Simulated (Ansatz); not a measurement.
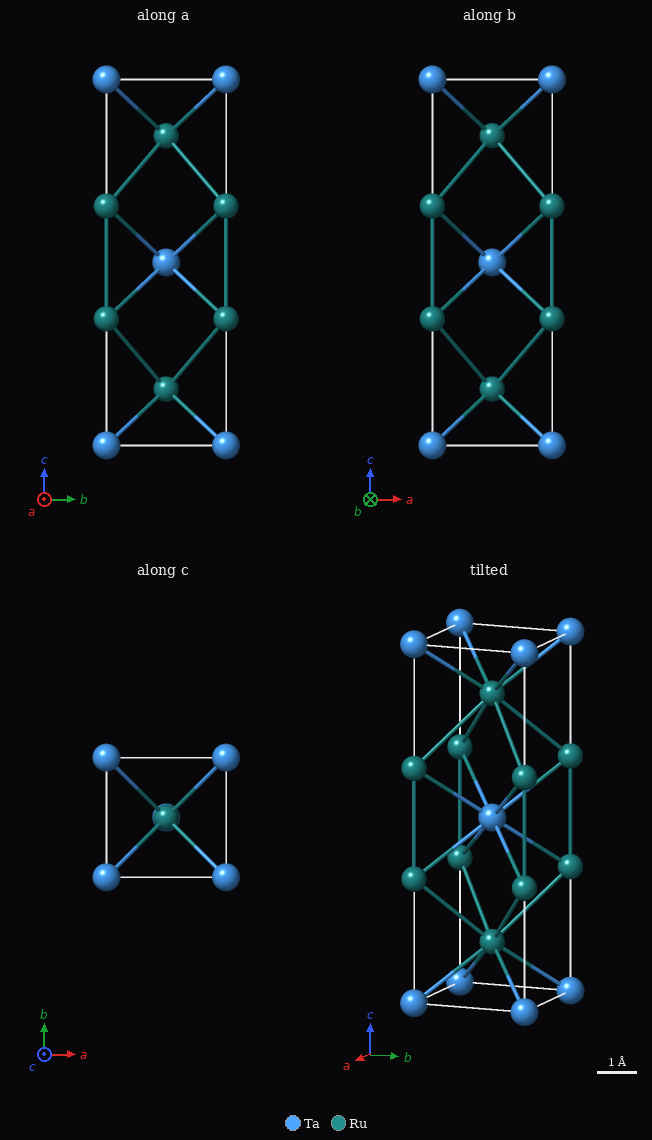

Ball-and-stick drawing of the structure, looking along the a axis, along the b axis, along the c axis and slightly off an axis. One conventional unit cell is framed, with atoms on its boundary repeated.

Lattice parameters: a = 3.1314 Å, b = 3.1314 Å, c = 9.5809 Å, α = 90.000°, β = 90.000°, γ = 90.000°.

Transcribe the picture into a CIF in P1 with every atom of the cell, with free fractional coordinates to two decimals.

Answer.
```cif
data_structure
_symmetry_space_group_name_H-M 'P 1'
_symmetry_Int_Tables_number 1
_cell_length_a 3.1314
_cell_length_b 3.1314
_cell_length_c 9.5809
_cell_angle_alpha 90.000
_cell_angle_beta 90.000
_cell_angle_gamma 90.000
_cell_volume 93.95
loop_
_atom_site_label
_atom_site_type_symbol
_atom_site_fract_x
_atom_site_fract_y
_atom_site_fract_z
_atom_site_occupancy
Ta1 Ta 0.00 0.00 0.00 1
Ru1 Ru 0.50 0.50 0.15 1
Ru2 Ru 0.00 0.00 0.35 1
Ta2 Ta 0.50 0.50 0.50 1
Ru3 Ru 0.00 0.00 0.65 1
Ru4 Ru 0.50 0.50 0.85 1
```

Origin of the cell: a structure type filled with these elements by a generator (whether the compound takes this form wasn't checked). The geometry was optimised with Ansatz, DFT PBE, scalar-relativistic, plane waves, PAW.
